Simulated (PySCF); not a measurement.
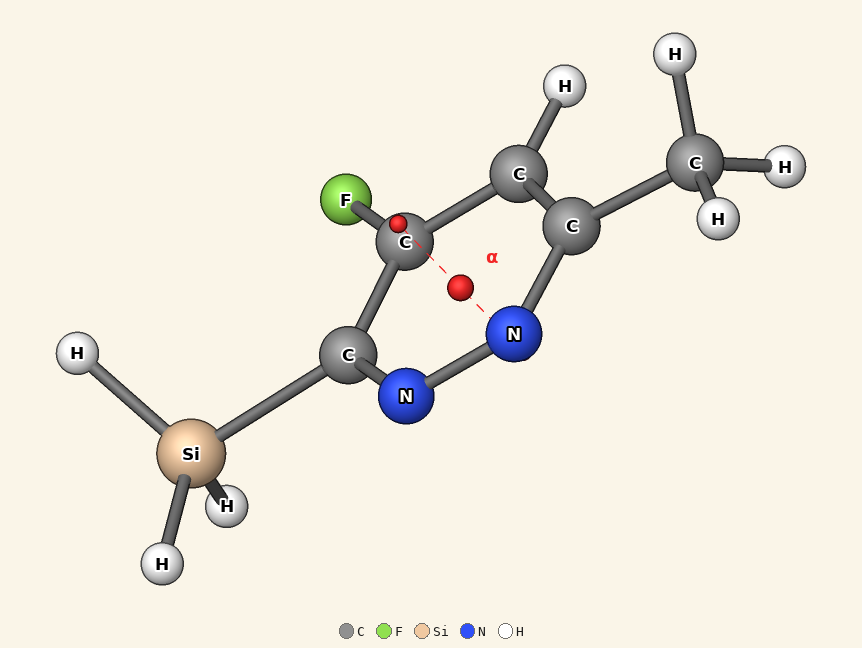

The small points mark where nucleus-independent chemical shifts (NICS) were computed: at the centre of each lettered ring and 1 Å above and below it. The computed structure is the end point of a GFN2-xTB optimisation. No frequency run is at hand to confirm it as a minimum. Level of theory: GIAO PBE0/pcSseg-1 NMR shielding, non-relativistic, gas phase (PySCF 2.14.0).

Give NICS(0), NICS(1) and the out-of-plane component NICS(1)zz for each ring (means of the two sides).

| ring | members | NICS(0) | NICS(1) | NICS(1)zz |
| --- | --- | --- | --- | --- |
| α | C4N2 | −6.8 | −11.3 | −26.6 |

Values in ppm.

### What do the values say about the ring currents?

Ring α: diatropic, as in an aromatic ring. NICS is one index among several.

The geometry is semi-empirical. Around Si such bond lengths and angles can be off by a tenth of an ångström or more and by several degrees, and values that hang on the shape move with them.
